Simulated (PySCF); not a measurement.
Energy and gradient calculation, with input and output: C2H6Si

System: C2H6Si, SMILES C[Si]C.
Method: B3LYP/6-31G*, RKS (PySCF 2.14.0).

The geometry comes from this level: PBE0-D4/def2-TZVP.

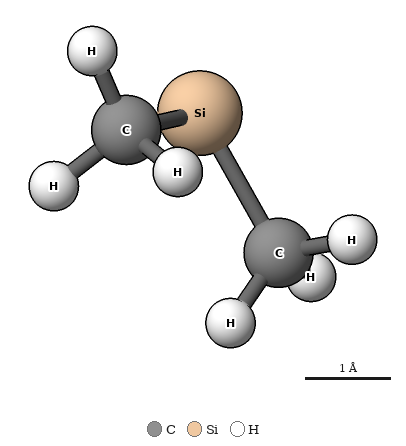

The input geometry (ball-and-stick view, seen at a tilt). Bond lengths as drawn: C–H 1.09 to 1.10 Å and C–Si 1.90 Å.

Summary:

| quantity | value |
| --- | --- |
| outcome | converged |
| total energy | −369.266388 hartree |
| basis functions | 58 |
| largest force | 0.553 eV/Å |
| HOMO | −5.57 eV |
| LUMO | −2.10 eV |
| dipole moment | 1.54 D |
| hardware | 1 thread of Arm Neoverse N1, 24 GiB of memory available, shared host |
| wall time | 22 s |
| peak memory | 0.59 GiB |

The input (job.py):
```python
import pyscf.grad
from pyscf import gto, dft

system = gto.Mole()
system.atom = '''
C       -0.527400       1.047300      -0.805300
Si       0.896800      -0.199700      -0.912800
C        0.601900      -1.069400       0.746000
H       -1.430700       0.480400      -1.082200
H       -0.439700       1.875000      -1.511000
H       -0.703500       1.436700       0.202600
H       -0.455600      -1.193000       1.001000
H        1.117900      -2.026600       0.837300
H        1.028800      -0.397000       1.507100
'''
system.charge = 0
system.verbose = 3
system.basis = '6-31g*'
system.max_memory = 1860
system.build()

mf = dft.RKS(system)
mf.xc = 'b3lyp'
mf.conv_tol = 1e-10
mf.grids.level = 5
mf.kernel()
if not mf.converged:
    mf = mf.newton().run(mf.mo_coeff, mf.mo_occ)

energy = mf.e_tot
print(f'total energy: {energy:.8f} hartree')
grad = mf.Gradients().kernel()
mf.analyze()
```

Command:
```bash
OMP_NUM_THREADS=1 python job.py
```

Output:
```
converged SCF energy = -369.266388240354
total energy: -369.26638824 hartree
--------------- RKS gradients ---------------
         x                y                z
0 C     0.0028835678    -0.0017230716    -0.0000583064
1 Si    -0.0074207097     0.0016191340     0.0076082796
2 C     0.0003110979     0.0011014401    -0.0031328431
3 H     0.0023221265     0.0000363298     0.0004685689
4 H     0.0002478305    -0.0020296146     0.0010747013
5 H     0.0009874307    -0.0016191448    -0.0016645118
6 H     0.0019158231     0.0009846587    -0.0013160676
7 H    -0.0006431511     0.0020882497    -0.0006801077
8 H    -0.0006046899    -0.0004531224    -0.0023028772
----------------------------------------------
**** MO energy ****
MO #1   energy= -66.1155720286241  occ= 2
MO #2   energy= -10.1539840844378  occ= 2
MO #3   energy= -10.153953830173   occ= 2
MO #4   energy= -5.27121805666369  occ= 2
MO #5   energy= -3.63497980356528  occ= 2
MO #6   energy= -3.62692604448091  occ= 2
MO #7   energy= -3.6238700280099   occ= 2
MO #8   energy= -0.708114119731772 occ= 2
MO #9   energy= -0.676168270244238 occ= 2
MO #10  energy= -0.445573942562828 occ= 2
MO #11  energy= -0.413979245259297 occ= 2
MO #12  energy= -0.410909950492933 occ= 2
MO #13  energy= -0.38906422740409  occ= 2
MO #14  energy= -0.388939522748721 occ= 2
MO #15  energy= -0.295642102514031 occ= 2
MO #16  energy= -0.20483170546068  occ= 2
MO #17  energy= -0.0773278308033465 occ= 0
MO #18  energy= 0.0529235359514728 occ= 0
MO #19  energy= 0.0750395669283557 occ= 0
MO #20  energy= 0.134204873707582  occ= 0
MO #21  energy= 0.143412296693807  occ= 0
MO #22  energy= 0.151211044315369  occ= 0
MO #23  energy= 0.165659394993896  occ= 0
MO #24  energy= 0.175526660829825  occ= 0
MO #25  energy= 0.19007271113929   occ= 0
MO #26  energy= 0.272343606019319  occ= 0
MO #27  energy= 0.290299603402762  occ= 0
MO #28  energy= 0.341627528971526  occ= 0
MO #29  energy= 0.342121991239916  occ= 0
MO #30  energy= 0.452661213634137  occ= 0
MO #31  energy= 0.499008764246281  occ= 0
MO #32  energy= 0.514550031145961  occ= 0
MO #33  energy= 0.57282322314235   occ= 0
MO #34  energy= 0.621793511916761  occ= 0
MO #35  energy= 0.732436600959679  occ= 0
MO #36  energy= 0.736954058161432  occ= 0
MO #37  energy= 0.772882684253723  occ= 0
MO #38  energy= 0.776574494564535  occ= 0
MO #39  energy= 0.800608851617074  occ= 0
MO #40  energy= 0.872095483566468  occ= 0
MO #41  energy= 0.883658479912707  occ= 0
MO #42  energy= 0.89457222067254   occ= 0
MO #43  energy= 0.919645207190139  occ= 0
MO #44  energy= 0.927237060409083  occ= 0
MO #45  energy= 0.968658891985466  occ= 0
MO #46  energy= 1.0203950655147    occ= 0
MO #47  energy= 1.16308950738007   occ= 0
MO #48  energy= 1.28326144857693   occ= 0
MO #49  energy= 1.68916110634084   occ= 0
MO #50  energy= 1.72024332969389   occ= 0
MO #51  energy= 1.75442564759123   occ= 0
MO #52  energy= 1.76129996014775   occ= 0
MO #53  energy= 2.12250744904247   occ= 0
MO #54  energy= 2.21321243160813   occ= 0
MO #55  energy= 2.24532355881596   occ= 0
MO #56  energy= 2.26384816485349   occ= 0
MO #57  energy= 2.27434926375312   occ= 0
MO #58  energy= 2.27817556474316   occ= 0
 ** Mulliken atomic charges  **
charge of    0C =     -0.54523
charge of    1Si =      0.42857
charge of    2C =     -0.54521
charge of    3H =      0.11460
charge of    4H =      0.11075
charge of    5H =      0.10558
charge of    6H =      0.10570
charge of    7H =      0.11068
charge of    8H =      0.11455
Dipole moment(X, Y, Z, Debye): -1.06191,  0.23309,  1.09010
```

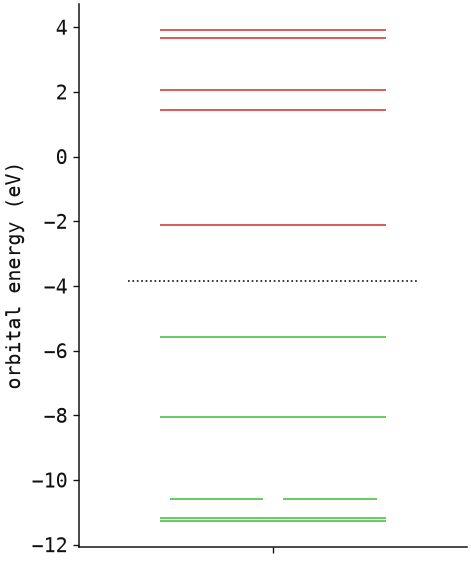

Orbital energies near the frontier; the dotted line parts filled from empty levels, and levels within 0.02 eV of each other stand side by side. Highest filled −5.57 eV, lowest empty −2.10 eV, 3.47 eV apart.
